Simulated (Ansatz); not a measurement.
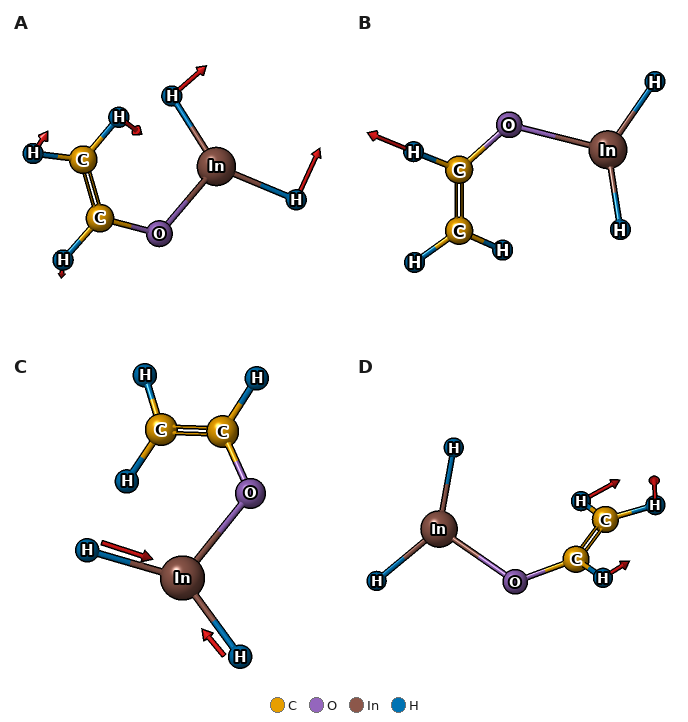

4 normal modes of one molecule or complex, as arrows. Harmonic vibrations computed with RKS PBE0-D4/def2-TZVP, core potentials on In (Ansatz 0.2.0) at a stationary point of the same level.

### Match the panels to the wavenumbers 555 cm⁻¹, 1431 cm⁻¹, 1877 cm⁻¹, 3109 cm⁻¹.

A: 555 cm⁻¹, angle bending
B: 3109 cm⁻¹, C–H stretching
C: 1877 cm⁻¹, in-phase stretching of 2 In–H bonds
D: 1431 cm⁻¹, angle bending
